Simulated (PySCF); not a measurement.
Consider C6H10NO (doublet).

```xyz
18

C     2.7263   -1.4223   -0.1977
C     1.6206   -1.2487    0.4386
C     1.1044    0.1230    0.8873
O     1.6154    0.7075    1.8170
N     0.0772    0.6024    0.1610
C    -0.4885    1.8893    0.5054
C    -0.5488   -0.1139   -0.9292
C    -1.7876   -0.8897   -0.4826
H     3.5040   -0.7957   -0.5717
H     0.9768   -2.0621    0.7496
H     0.0832    2.3011    1.3345
H    -0.4275    2.5667   -0.3489
H    -1.5327    1.7854    0.8054
H     0.1818   -0.8016   -1.3613
H    -0.8289    0.6170   -1.6942
H    -1.5286   -1.6095    0.2897
H    -2.5447   -0.2176   -0.0867
H    -2.2112   -1.4249   -1.3280
```

Geometry: GFN2-xTB.

Computed with PySCF 2.14.0, density-fitted response routines, UKS B3LYP, pcH-1 on C H N O, non-relativistic, mean-field spin-orbit, GIAO.

### Predict the electron density, electron localisation function and spin density between the atoms.

C–O (1.21 Å): ρ is about 3.3 e/Å³ halfway; the ELF peaks at about 0.85 between the atoms; a multiple bond.
C–N (1.35 Å): ρ is about 2.4 e/Å³ halfway; the ELF peaks at about 0.90 between the atoms, as expected for localised, covalent bonding.
C–H (1.09 Å): ρ is about 2.1 e/Å³ halfway; the ELF climbs to about 1 towards the hydrogen, as it does in any bond to H; a covalent bond by its length.
C–N (1.45 Å): the density is about 1.9 e/Å³ at the midpoint; the ELF peaks at about 0.95 between the atoms: a covalent bond.
The unpaired spin (1 electron) lies mostly on C1 (about 0.8), in electrons by Hirshfeld's partition.

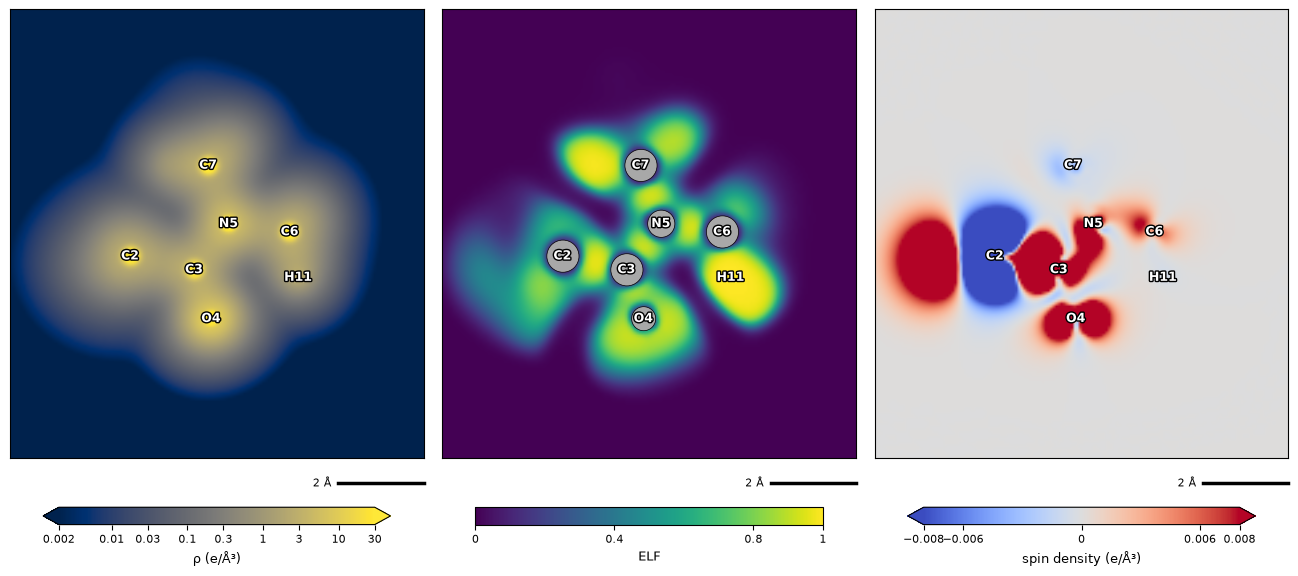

Computed electron density, electron localisation function and spin density on the plane of atoms C2, C3 and O4, in this order. Grey discs cover the atomic cores in the ELF map. 
